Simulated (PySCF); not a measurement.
Input

```
{"job": {"kind": "uv", "xc": "PBE0", "basis": "def2-SVPD", "ip": false, "nstates": 10}, "charge": 0, "multiplicity": 1}
B     -0.150912     0.821491    -0.285617
F     -0.309757     1.016593    -1.595563
H     -0.216188     1.757222     0.473225
H      0.994539     0.121763    -0.004793
B      0.152242    -0.826809     0.291554
H      0.202634    -1.698797    -0.535091
H      0.295694    -1.019755     1.470072
H     -0.968242    -0.171707     0.186214
```

Launched as:

```sh
OMP_NUM_THREADS=1 python probes_run.py task.json out
```

Geometry: PBE0-D3(BJ)/def2-SVP.

Level of theory: PBE0/def2-SVPD, SCF density, gas phase (PySCF).

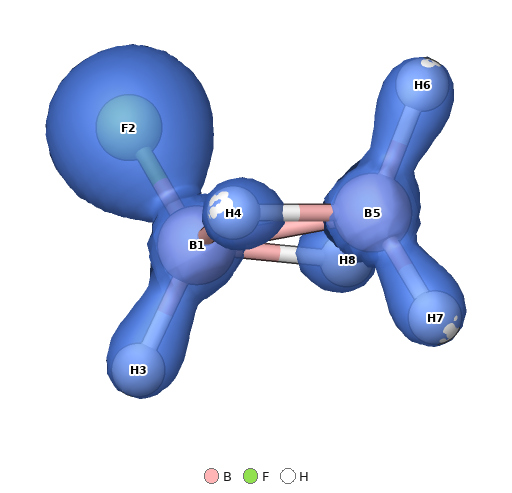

B₂FH₅. Isosurface of the total electron density at 1 e/Å³ (blue), seen at a tilt.

> How is the density connected at this value?

At this value the surface falls into four separate pieces. It bridges the sampled B–F (1.33 Å) and B–H (1.20 Å) contacts, where the density stays above the isovalue. It is pinched off along the sampled B–B (1.77 Å) contacts. On the grid the lowest density along these lines, outside the cores, is 1.4 e/Å³ (B–F, 1.33 Å), 0.77 e/Å³ (B–B, 1.77 Å) and 1.2 e/Å³ (B–H, 1.20 Å).
